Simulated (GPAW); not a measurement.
Band structure of WS (P6_3mc, 4 atoms in the cell).

```xyz
4
Lattice="3.0255 0.0000 0.0000 -1.5128 2.6202 0.0000 0.0000 0.0000 8.1808" Properties=species:S:1:pos:R:3 pbc="T T T"
W      0.0000     1.7468     0.2969
W      1.5128     0.8734     4.3873
S      0.0000     1.7468     2.7873
S      1.5128     0.8734     6.8777
```

Method of the run: PBEsol, GPAW PAW datasets PBEsol (made by gpaw-setup) (plane waves; GPAW).

Settings: mode = pw; ecut = 600 eV; xc = PBEsol; kpts = 8 8 3; mesh shift (steps) = 0 0 0; occupations.name = fermi-dirac; occupations.width = 0.1 eV; nbands = -8; convergence.forces = 0.001 eV/Å; symmetry.symmorphic = false; symmetry.tolerance = 0.0005; maxiter = 120; bandpath_npoints = 40.

The starting cell comes from a database of computed structures (which also holds hypothetical and non-ambient phases and stackings), without a prior relaxation at this level. Spin-orbit coupling is off. Spin polarisation is off.

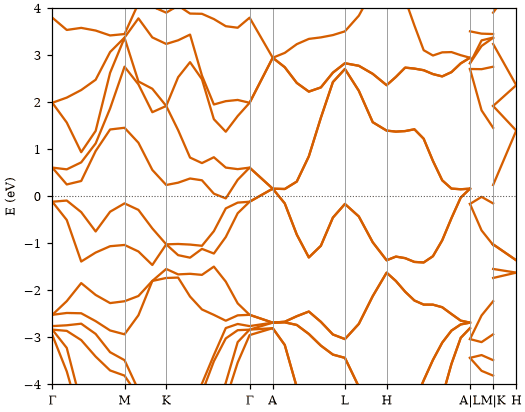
Bands along the path, energies from the Fermi level.

Levels in eV from the Fermi level, bands 17 to 24:
| point | 17 | 18 | 19 | 20 | 21 | 22 | 23 | 24 |
|---|---|---|---|---|---|---|---|---|
| Γ | -2.52 | -2.52 | -0.11 | -0.11 | 0.61 | 0.61 | 1.99 | 1.99 |
| M | -2.93 | -2.23 | -1.03 | -0.15 | 1.46 | 2.76 | 3.37 | 3.38 |
| K | -1.74 | -1.54 | -1.02 | -1.02 | 0.24 | 1.92 | 1.92 | 3.24 |
| A | -2.69 | -2.69 | 0.16 | 0.16 | 0.16 | 0.16 | 2.95 | 2.95 |
| L | -3.04 | -3.04 | -0.16 | -0.16 | 2.71 | 2.71 | 2.83 | 2.83 |
| H | -1.62 | -1.62 | -1.36 | -1.36 | 1.40 | 1.40 | 2.36 | 2.36 |

Bands cross the Fermi level along this path, so the cell is metallic at this level.
